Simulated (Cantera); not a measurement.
Feed: 1 mol CH3F, 1 mol HCl, 0.66 mol H2, held at 1525 K.

Equilibrium computed with Cantera from the NASA thermochemical tables; the gas is ideal and each condensed phase is pure. Candidate condensed phases: C, C6H6, C7H8, C8H18; 118 gas species. The numbers say what is thermodynamically allowed, not how fast it happens.

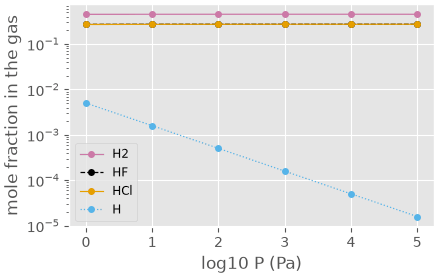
Equilibrium gas composition (values under 1e-9 drawn at 1e-9)

Q: Read off the mole fractions at 1.00 Pa.

A: H2 about 0.45, HF about 0.27, HCl about 0.27, H about 0.0050.
